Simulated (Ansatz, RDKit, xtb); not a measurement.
# Isomers of C4H7BO, a sample narrowed down, part 1 of 2

A sample of isomers of C4H7BO is drawn. Aim: find which of them has the lowest free energy at 298.15 K, then its properties. The sample is small against all isomers, and the most stable one of this formula need not be in it.

Plan: many cheap relaxations first (GFN2-xTB), then density-functional screening, relaxation at B3LYP-D3(BJ)/def2-SVP, vibrations (at GFN2-xTB) and a final energy. The numbers are computed, not measured.

## Step 1: Drawing up candidates

Isomers were taken from a list of plausible structures; this is a sample, not all of them. That gives 3 candidates.

```csv
label,SMILES,spin
c316,B[C@@H]1C[C@H]1C=O,singlet
c387,BC1(C=O)CC1,singlet
c999,B[C@@H]1C[C@@H]1C=O,singlet
```

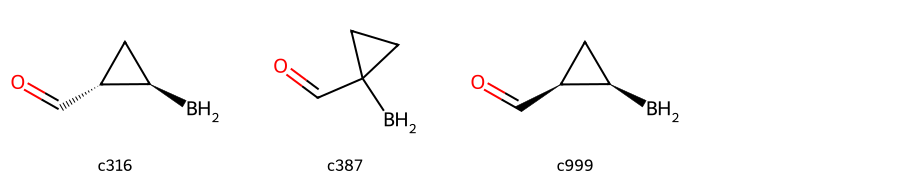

Structural formulas of the candidates.

Candidates are built by distance geometry, with a force field where one applies, in up to four conformers (letters a to d).

## Step 2: First filter: tight binding

All 6 starts are relaxed the same way. One of them, c999b (taken from a list of positional isomers, embedded by distance geometry and UFF), in full:

The input, start.xyz:

```xyz
13
c999b
C     -1.116448     0.549597    -1.049426
C     -0.928169     2.026660    -0.521338
C      0.238111     1.079438    -0.465128
C      1.377141     1.313759    -1.453525
B     -1.338806     0.488125    -2.578913
O      2.020521     2.349516    -1.300562
H     -0.571724    -0.203134    -3.268847
H     -2.246437     1.007139    -3.133411
H     -1.736921     0.026084    -0.354958
H     -1.357131     2.212920     0.415903
H     -0.828330     2.820938    -1.316445
H      0.465640     0.696266     0.604325
H      1.607703     0.614430    -2.209197
```

Started as:

```
$ xtb start.xyz --gfn 2 --opt
```

Standard output:

```text
* xtb version 6.7.1
   ID    Z sym.   atoms
    1    6 C      1-4
    2    5 B      5
    3    8 O      6
    4    1 H      7-13

           -------------------------------------------------
          |                Calculation Setup                |
           -------------------------------------------------

          program call               : xtb start.xyz --gfn 2 --opt
          coordinate file            : start.xyz
          omp threads                :                     2

           -------------------------------------------------
          |                 G F N 2 - x T B                 |
           -------------------------------------------------

      * Hamiltonian:
        H0-scaling (s, p, d)           1.850000    2.230000    2.230000
        zeta-weighting                 0.500000
      * Dispersion:
        s8                             2.700000
        a1                             0.520000
        a2                             5.000000
        s9                             5.000000
      * Repulsion:
        kExp                           1.500000    1.000000
        rExp                           1.000000
      * Coulomb:
        alpha                          2.000000
        third order                    shell-resolved
        anisotropic                    true
        a3                             3.000000
        a5                             4.000000
        cn-shift                       1.200000
        cn-exp                         4.000000
        max-rad                        5.000000

          ...................................................
          :                      SETUP                      :
          :.................................................:
          :  # basis functions                  31          :
          :  # atomic orbitals                  31          :
          :  # shells                           19          :
          :  # electrons                        32          :
          :  max. iterations                   250          :
          :  Hamiltonian                  GFN2-xTB          :
          :  restarted?                      false          :
          :  GBSA solvation                  false          :
          :  PC potential                    false          :
          :  electronic temp.          300.0000000     K    :
          :  accuracy                    1.0000000          :
          :  -> integral cutoff          0.2500000E+02      :
          :  -> integral neglect         0.1000000E-07      :
          :  -> SCF convergence          0.1000000E-05 Eh   :
          :  -> wf. convergence          0.1000000E-03 e    :
          :  Broyden damping             0.4000000          :
          :  net charge                          0          :
          :  unpaired electrons                  0          :
          ...................................................

[... 36 lines left out ...]
         :: total energy             -17.336666885429 Eh    ::
[... 67 lines left out ...]
 * total energy  :   -17.3366669 Eh     change       -0.4274270E-09 Eh
[... 50 lines left out ...]
 * total energy  :   -17.3597745 Eh     change       -0.1516717E-02 Eh
[... 56 lines left out ...]
 * total energy  :   -17.3603992 Eh     change       -0.1340804E-03 Eh
[... 54 lines left out ...]
 * total energy  :   -17.3609443 Eh     change       -0.2601513E-03 Eh
[... 50 lines left out ...]
 * total energy  :   -17.3612881 Eh     change        0.8964914E-03 Eh
[... 50 lines left out ...]
 * total energy  :   -17.3641144 Eh     change       -0.6124436E-03 Eh
[... 52 lines left out ...]
 * total energy  :   -17.3668313 Eh     change       -0.9098470E-03 Eh
[... 61 lines left out ...]
 * total energy  :   -17.3697093 Eh     change       -0.1476628E-02 Eh
[... 52 lines left out ...]
 * total energy  :   -17.3722386 Eh     change       -0.9606606E-03 Eh
[... 54 lines left out ...]
 * total energy  :   -17.3728052 Eh     change        0.5724621E-03 Eh
[... 54 lines left out ...]
 * total energy  :   -17.3741392 Eh     change       -0.7726085E-03 Eh
[... 56 lines left out ...]
 * total energy  :   -17.3745358 Eh     change       -0.1408343E-03 Eh
[... 56 lines left out ...]
 * total energy  :   -17.3745905 Eh     change        0.3696757E-05 Eh
[... 53 lines left out ...]
 * total energy  :   -17.3746299 Eh     change       -0.3670954E-05 Eh
[... 24 lines left out ...]
 total energy gain   :        -0.0379642 Eh      -23.8229 kcal/mol
[... 74 lines left out ...]
          :  -> SCF convergence          0.1000000E-05 Eh   :
[... 40 lines left out ...]
         :: total energy             -17.374631091204 Eh    ::
[... 64 lines left out ...]
Topologies differ in total number of bonds
Writing topology from bond orders to xtbtopo.mol

molecular dipole:
                 x           y           z       tot (Debye)
 q only:       -1.157       0.364       0.057
   full:       -1.269       0.462       0.170       3.459
molecular quadrupole (traceless):
                xx          xy          yy          xz          yz          zz
 q only:       -6.313      -2.848       4.524       2.147      -1.109       1.789
  q+dip:       -9.393      -2.136       5.746       0.504      -2.373       3.647
   full:       -8.264      -3.096       6.223       0.977      -1.595       2.041

           -------------------------------------------------
          |                Geometry Summary                 |
           -------------------------------------------------

      molecular mass/u    :       81.9089618
   center of mass at/Å    :        0.1747071       1.0868175      -1.1627587
  moments of inertia/u·Å² :        0.7506578E+02   0.1949838E+03   0.2361565E+03
rotational constants/cm⁻¹ :        0.2245715E+00   0.8645656E-01   0.7138331E-01

 * 11 selected distances

     #   Z          #   Z                                           value/Å
     1   6 C        2   6 C                                       1.5059299
     2   6 C        3   6 C                                       1.4928763
     3   6 C        4   6 C                                       1.4678122
     1   6 C        5   5 B                                       1.5446360 (max)
     4   6 C        6   8 O                                       1.2029746
     5   5 B        7   1 H                                       1.1678120
     5   5 B        8   1 H                                       1.1680288
     1   6 C        9   1 H                                       1.0855843
     2   6 C       10   1 H                                       1.0797175 (min)
     2   6 C       11   1 H                                       1.0797456
     3   6 C       12   1 H                                       1.0842705

 * 5 distinct bonds (by element types)

   Z      Z             #   av. dist./Å        max./Å        min./Å
   1 H    5 B           2     1.1679204     1.1680288     1.1678120
   1 H    6 C           4     1.0823294     1.0855843     1.0797175
   5 B    6 C           1     1.5446360     1.5446360     1.5446360
   6 C    6 C           3     1.4888728     1.5059299     1.4678122
   6 C    8 O           1     1.2029746     1.2029746     1.2029746

optimized geometry written to: xtbopt.xyz

           -------------------------------------------------
          | TOTAL ENERGY              -17.374631091204 Eh   |
          | GRADIENT NORM               0.000650276424 Eh/α |
          | HOMO-LUMO GAP               3.351112288833 eV   |
           -------------------------------------------------

------------------------------------------------------------------------
------------------------------------------------------------------------
 total:
 * wall-time:     0 d,  0 h,  0 min,  0.155 sec
 *  cpu-time:     0 d,  0 h,  0 min,  0.305 sec
 * ratio c/w:     1.973 speedup
 SCF:
 * wall-time:     0 d,  0 h,  0 min,  0.004 sec
 *  cpu-time:     0 d,  0 h,  0 min,  0.007 sec
 * ratio c/w:     1.834 speedup
 ANC optimizer:
 * wall-time:     0 d,  0 h,  0 min,  0.144 sec
 *  cpu-time:     0 d,  0 h,  0 min,  0.287 sec
 * ratio c/w:     1.990 speedup
```

Run time: 0.18 s. Hardware: 2 threads of Intel Xeon 6975P-C (Granite Rapids), shared host.

## Step 3: The minima found

6 of the 6 relaxations converged; 2 ended on a minimum already found. 4 distinct structures remain:

```csv
label,start,SMILES after,spin,energy (kcal/mol)
c316a,drawn,B[C@@H]1C[C@H]1C=O,singlet,0.0
c387b,drawn,BC1(C=O)CC1,singlet,0.4
c316b,drawn,B[C@@H]1C[C@H]1C=O,singlet,0.7
c999b,drawn,B[C@@H]1C[C@@H]1C=O,singlet,1.2
```

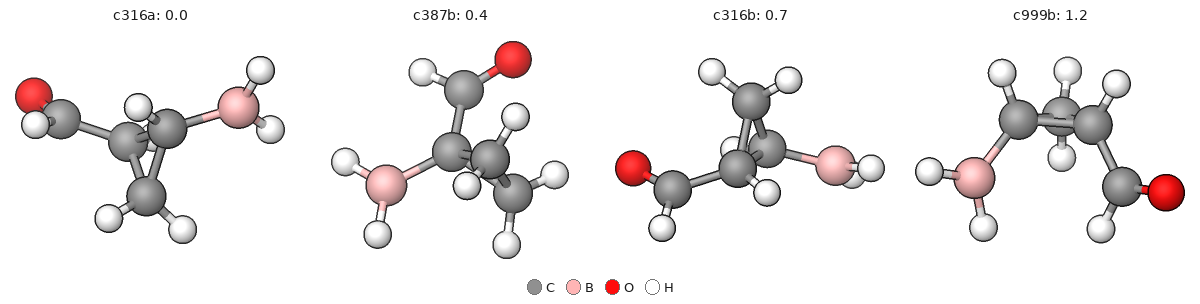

The 4 lowest minima that did not fall apart, with their GFN2-xTB energies in kcal/mol.

## Step 4: Single points on the low minima

A choice of the minima (the low ones first, few conformers of a pattern, up to a cap) and the lowest that fell apart get a single point at r2SCAN-D4/def2-SVP on the tight-binding geometry, and one at HF/STO-3G for comparison. The lowest singlets are also tried as triplets at the same geometry (label ending in t). The first, c316a:

The input, input.yaml:

```yaml
basis:
  gaussian:
    orbitals: def2-SVP
crystal:
  periodic: [false, false, false]
  atoms:
    - {symbol: C, position_ang: [0.082149, -0.023445, 0.541728]}
    - {symbol: C, position_ang: [-0.240335, 1.448836, 0.557796]}
    - {symbol: C, position_ang: [-0.597613, 0.661366, -0.659041]}
    - {symbol: C, position_ang: [0.205887, 0.817947, -1.876171]}
    - {symbol: B, position_ang: [-0.741004, -1.022354, 1.378893]}
    - {symbol: O, position_ang: [-0.207322, 0.701145, -2.999141]}
    - {symbol: H, position_ang: [-0.228790, -1.971404, 1.828743]}
    - {symbol: H, position_ang: [-1.875618, -0.819833, 1.571204]}
    - {symbol: H, position_ang: [1.132040, -0.235615, 0.366259]}
    - {symbol: H, position_ang: [-1.053258, 1.788733, 1.180464]}
    - {symbol: H, position_ang: [0.585683, 2.142212, 0.492801]}
    - {symbol: H, position_ang: [-1.640645, 0.434478, -0.836969]}
    - {symbol: H, position_ang: [1.271004, 1.062677, -1.681232]}
total_charge: 0
hamiltonian:
  xc: r2scan
  dispersion: d4
scf:
  lower_state_search: "off"
output:
  orbitals: {seedname: orbitals}
```

Started as:

```
$ ansatz run input.yaml --threads 2 --pin off --max-ram 5220MiB --events-out events.jsonl --progress --plain --runs-dir runs
```

Standard output:

```text
Warning: RAYON_NUM_THREADS=2 ignored (pool sized by the plan → 2); use --threads N
Functional definition: r2SCAN
  name "r2SCAN"
  parameter k0 = 0.174
  parameter k1 = 0.065
  parameter a1 = 4.9479
  exchange = r2scan_x(k0 = k0, k1 = k1, a1 = a1)
  correlation = r2scan_c
these checks for a lower state are left out or cut short: stability, starts, cluster_reference, orbital_swaps, neighbouring_geometries, increment
1335 factors; their error is unknown
mean field evaluation 1: about -6967.0523 eV, gradient 5.5e1 eV
mean field evaluation 2: about -6958.9589 eV, gradient 8.2e1 eV
mean field evaluation 4: about -6974.3299 eV, gradient 8.1e0 eV
mean field evaluation 8: about -6974.4748 eV, gradient 2.0e-1 eV
mean field evaluation 16: about -6974.4091 eV, gradient 7.0e-4 eV
mean field -6974.40907569 eV, -256.3048061075 hartree, gradient 7.9e-6 eV, S^2 0.000000; 0 other end points of the search recorded, 0 dependent functions left out
reference -6974.40908555 eV, -256.3048064696 hartree; 22, 22 occupied and 97, 97 virtual orbitals, 1335 factors
Total energy: -6974.47372898 eV, -256.3071820719 hartree
Checks for a lower state left out: stability, starts, cluster_reference, orbital_swaps, neighbouring_geometries, increment
```

Run time: 1.4 s. Hardware: 2 threads of Intel Xeon 6975P-C (Granite Rapids), shared host; peak memory 0.15 GiB.

Relative energies in kcal/mol, each column from its lowest structure that stays in one piece:

```csv
label,SMILES,spin,GFN2-xTB,HF/STO-3G,r2SCAN-D4/def2-SVP
c387b,BC1(C=O)CC1,singlet,0.4,0.7,0.0
c316b,B[C@@H]1C[C@H]1C=O,singlet,0.7,0.5,1.3
c316a,B[C@@H]1C[C@H]1C=O,singlet,0.0,0.0,1.6
c999b,B[C@@H]1C[C@@H]1C=O,singlet,1.2,1.9,3.9
c316bt,B[C@@H]1C[C@H]1C=O,triplet,–,–,81.2
c387bt,BC1(C=O)CC1,triplet,–,–,83.8
```

## Step 5: Relaxing the best candidates

3 candidates are relaxed at B3LYP-D3(BJ)/def2-SVP (chosen among the lowest in one piece, one conformer a pattern). The first, c387b:

The input, input.yaml:

```yaml
basis:
  gaussian:
    orbitals: def2-SVP
crystal:
  periodic: [false, false, false]
  atoms:
    - symbol: C
      position_ang: [0.713531, -1.305313, -0.843029]
    - symbol: C
      position_ang: [1.774027, -2.233076, -1.299650]
    - symbol: C
      position_ang: [-0.435060, -1.157472, -1.865906]
    - symbol: C
      position_ang: [0.549762, -0.080493, -1.770729]
    - symbol: B
      position_ang: [0.402024, -1.155774, 0.656720]
    - symbol: O
      position_ang: [2.079022, -2.437622, -2.447409]
    - symbol: H
      position_ang: [0.994807, -1.776867, 1.449101]
    - symbol: H
      position_ang: [-0.434764, -0.416615, 1.000804]
    - symbol: H
      position_ang: [2.295768, -2.755551, -0.474661]
    - symbol: H
      position_ang: [-1.425749, -1.011733, -1.464613]
    - symbol: H
      position_ang: [-0.378860, -1.829209, -2.709931]
    - symbol: H
      position_ang: [0.277819, 0.850568, -1.298511]
    - symbol: H
      position_ang: [1.294598, 0.003223, -2.548512]
total_charge: 0
magnetization:
  spin_polarized: false
hamiltonian:
  xc: {name: B3LYP}
  dispersion: d3bj
scf:
  lower_state_search: "off"
relax:
  f_tol: 0.006
```

Started as:

```
$ ansatz run input.yaml --threads 2 --pin off --max-ram 5220MiB --events-out events.jsonl --progress --plain --runs-dir runs
```

Standard output:

```text
Warning: RAYON_NUM_THREADS=2 ignored (pool sized by the plan → 2); use --threads N
The last accepted step is kept in runs//last_step.txt (removed where the run ends without a failure and the disk answers)
Functional definition: B3LYP
  name "B3LYP"
  parameter a0 = 0.2
  parameter ax = 0.72
  parameter ac = 0.81
  exchange = (1 - a0 - ax)*slater_x + ax*b88_x + a0*exact_x
  correlation = (1 - ac)*vwn_rpa_c + ac*lyp_c
these checks for a lower state are left out or cut short: stability, starts, cluster_reference, orbital_swaps, neighbouring_geometries, increment
1358 factors; integrals over basis functions are off by at most 2.9e-4 eV
mean field evaluation 1: about -6971.8010 eV, gradient 5.4e1 eV
mean field evaluation 2: about -6964.8063 eV, gradient 8.0e1 eV
mean field evaluation 4: about -6978.7088 eV, gradient 6.3e0 eV
mean field evaluation 8: about -6978.8252 eV, gradient 8.8e-2 eV
mean field evaluation 16: about -6978.8253 eV, gradient 7.4e-6 eV
mean field -6978.82526717 eV, -256.4670981508 hartree, gradient 7.4e-6 eV, S^2 0.000000; 0 other end points of the search recorded, 0 dependent functions left out
the calculation of the forces begins
reference -6978.82551093 eV, -256.4671071087 hartree; 22, 22 occupied and 97, 97 virtual orbitals, 1358 factors
relax step   1: F+E_penalty+E_count = -6979.30632417 eV  Δ(F+E_penalty+E_count) = +0.000e0 eV  max|allowed force component| = 1.125e0 eV/Å  Δτ_max = 0.0000 Å  (14 SCF iters, accepted)
these checks for a lower state are left out or cut short: stability, starts, cluster_reference, orbital_swaps, neighbouring_geometries, increment
1358 factors; integrals over basis functions are off by at most 3.0e-4 eV
mean field -6978.89335993 eV, -256.4696005136 hartree, gradient 1.7e-6 eV, S^2 0.000000; 0 other end points of the search recorded, 0 dependent functions left out
the calculation of the forces begins
reference -6978.89360480 eV, -256.4696095124 hartree; 22, 22 occupied and 97, 97 virtual orbitals, 1358 factors
relax step   2: F+E_penalty+E_count = -6979.37234365 eV  Δ(F+E_penalty+E_count) = -6.602e-2 eV  max|allowed force component| = 3.973e-1 eV/Å  Δτ_max = 0.0295 Å  (20 SCF iters, accepted)
these checks for a lower state are left out or cut short: stability, starts, cluster_reference, orbital_swaps, neighbouring_geometries, increment
1358 factors; integrals over basis functions are off by at most 3.0e-4 eV
mean field -6978.89874109 eV, -256.4697982678 hartree, gradient 1.9e-6 eV, S^2 0.000000; 0 other end points of the search recorded, 0 dependent functions left out
the calculation of the forces begins
reference -6978.89898665 eV, -256.4698072916 hartree; 22, 22 occupied and 97, 97 virtual orbitals, 1358 factors
relax step   3: F+E_penalty+E_count = -6979.37684593 eV  Δ(F+E_penalty+E_count) = -4.502e-3 eV  max|allowed force component| = 2.957e-1 eV/Å  Δτ_max = 0.0296 Å  (22 SCF iters, accepted)
[... 6 lines left out ...]
relax step   4: F+E_penalty+E_count = -6979.37613093 eV  Δ(F+E_penalty+E_count) = +7.150e-4 eV  max|allowed force component| = 1.876e-1 eV/Å  Δτ_max = 0.0530 Å  (21 SCF iters, rejected (line search))
[... 5 lines left out ...]
relax step   5: F+E_penalty+E_count = -6979.37901276 eV  Δ(F+E_penalty+E_count) = -2.167e-3 eV  max|allowed force component| = 1.215e-1 eV/Å  Δτ_max = 0.0207 Å  (21 SCF iters, accepted)
[... 5 lines left out ...]
relax step   6: F+E_penalty+E_count = -6979.38071562 eV  Δ(F+E_penalty+E_count) = -1.703e-3 eV  max|allowed force component| = 3.654e-2 eV/Å  Δτ_max = 0.0093 Å  (21 SCF iters, accepted)
these checks for a lower state are left out or cut short: stability, starts, cluster_reference, orbital_swaps, neighbouring_geometries, increment
1358 factors; integrals over basis functions are off by at most 3.0e-4 eV
mean field -6978.90267941 eV, -256.4699429981 hartree, gradient 1.1e-6 eV, S^2 0.000000; 0 other end points of the search recorded, 0 dependent functions left out
the calculation of the forces begins
reference -6978.90292499 eV, -256.4699520229 hartree; 22, 22 occupied and 97, 97 virtual orbitals, 1358 factors
relax step   7: F+E_penalty+E_count = -6979.38092058 eV  Δ(F+E_penalty+E_count) = -2.050e-4 eV  max|allowed force component| = 3.721e-3 eV/Å  Δτ_max = 0.0066 Å  (15 SCF iters, accepted)
Total energy: -6979.38116615 eV, -256.4875270617 hartree
Atom 0 at     0.721472    -1.314397    -0.844905 Å, force     0.001466     0.000384    -0.003389 eV/Å
Atom 1 at     1.793188    -2.252730    -1.301173 Å, force    -0.000377    -0.000527     0.001321 eV/Å
Atom 2 at    -0.448170    -1.143373    -1.869618 Å, force    -0.000533    -0.001896    -0.002465 eV/Å
Atom 3 at     0.533829    -0.069501    -1.774473 Å, force    -0.000538     0.003721    -0.000317 eV/Å
Atom 4 at     0.402203    -1.152192     0.642357 Å, force     0.002817    -0.002047    -0.000452 eV/Å
Atom 5 at     2.100507    -2.437630    -2.456446 Å, force    -0.002502     0.002892     0.001007 eV/Å
Atom 6 at     1.010262    -1.777355     1.477880 Å, force    -0.000658     0.000207    -0.000334 eV/Å
Atom 7 at    -0.467995    -0.390343     0.988374 Å, force     0.000535     0.000686    -0.000924 eV/Å
Atom 8 at     2.317417    -2.797607    -0.475367 Å, force    -0.000362    -0.000699     0.002747 eV/Å
Atom 9 at    -1.445546    -1.007083    -1.446254 Å, force     0.000752    -0.000825     0.000340 eV/Å
Atom 10 at    -0.373069    -1.827094    -2.719219 Å, force    -0.000449     0.000645     0.000836 eV/Å
Atom 11 at     0.268985     0.867519    -1.280045 Å, force     0.000156    -0.001213     0.000928 eV/Å
Atom 12 at     1.293842    -0.004149    -2.557436 Å, force    -0.000308    -0.001327     0.000702 eV/Å
Dipole moment:    -0.274221     0.238700     0.166724 e Å
Checks for a lower state left out: stability, starts, cluster_reference, orbital_swaps, neighbouring_geometries, increment
```

It took 14 s on 2 threads of Intel Xeon 6975P-C (Granite Rapids), shared host; peak memory 0.27 GiB.

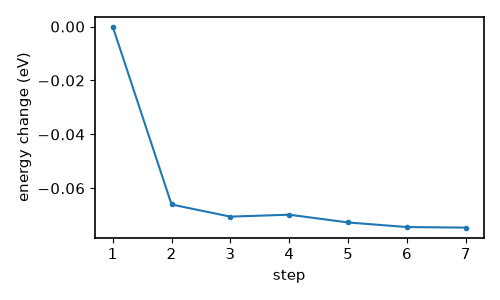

Energy along the run, all evaluated steps.

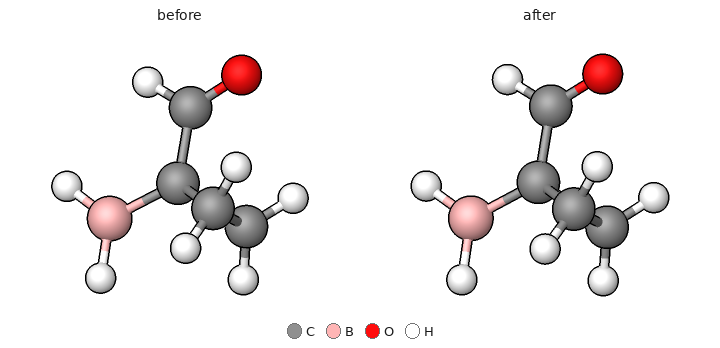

Before and after, at one scale.

After the run. Bond lengths: C1–C2 1.496 Å, C1–C3 1.564 Å, C1–C4 1.565 Å, C3–C4 1.458 Å, C1–B5 1.530 Å, C2–O6 1.210 Å, B5–H7 1.208 Å, B5–H8 1.207 Å, C2–H9 1.120 Å, C3–H10 1.092 Å, C3–H11 1.093 Å, C4–H12 1.092 Å, C4–H13 1.093 Å. Some angles: C1–C2–O6 124.7°, C2–C1–C3 113.9°, C2–C1–C4 113.8°, C2–C1–B5 120.8°, C3–C1–C4 55.5°, C3–C1–B5 118.0°, C4–C1–B5 117.9°, C1–C3–C4 62.2°, C1–C4–C3 62.2°, C1–C2–H9 114.6°.

## Step 6: After refinement

```csv
label,spin,r2SCAN-D4/def2-SVP (kcal/mol),"B3LYP-D3(BJ)/def2-SVP, relaxed (kcal/mol)",time
c387b,singlet,0.0,0.0,14 s
c316b,singlet,1.3,1.3,22 s
c999b,singlet,3.9,3.5,22 s
```

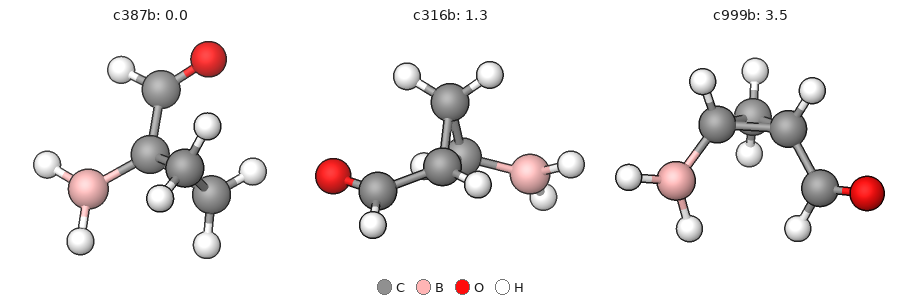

The relaxed structures, with energies at B3LYP-D3(BJ)/def2-SVP in kcal/mol.

(Continued in part 2 of 2.)
